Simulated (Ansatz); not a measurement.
System (SMILES): N#[N+][O-].
Atoms: N1, N2, O3. Bonds: N1-N2, N2-O3.

Basis-set convergence of the highest harmonic wavenumber at HF with Ansatz (an electronic-structure program). Each level at its own minimum, finite differences of forces, unscaled; the reference is a large set that could be run, not a limit. Cartesian d functions, on some or all atoms, in 6-31+G*; all else is spherical. The program fits the integrals of some runs and decomposes those of others, by size. No added dispersion term, no relativity. Reference: the value in def2-QZVPP, 2602 cm⁻¹, itself unsure by roughly 1 cm⁻¹ (its mean distance from cc-pVQZ, aug-pcseg-2, aug-cc-pVTZ). Deviations are taken from unrounded values.

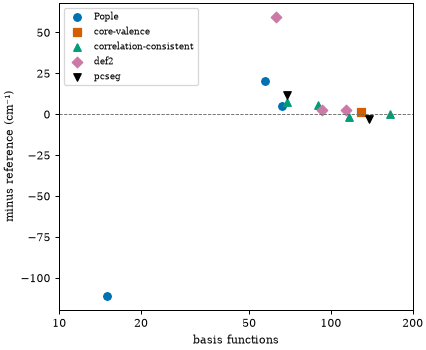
*Deviation from the reference against the number of basis functions, by family of sets.*

```csv
basis,functions,highest harmonic wavenumber (cm⁻¹),minus reference (cm⁻¹)
STO-3G,15,2491,-111
6-31+G*,57,2623,21
def2-SVPD,63,2662,59
6-311+G**,66,2608,5
aug-cc-pVDZ,69,2610,8
aug-pcseg-1,69,2614,12
cc-pVTZ,90,2608,6
def2-TZVPP,93,2605,3
def2-TZVPPD,114,2605,3
jun-cc-pV(T+d)Z,117,2601,-1
cc-pCVTZ,129,2604,2
aug-pcseg-2,138,2599,-3
cc-pVQZ,165,2602,0
```
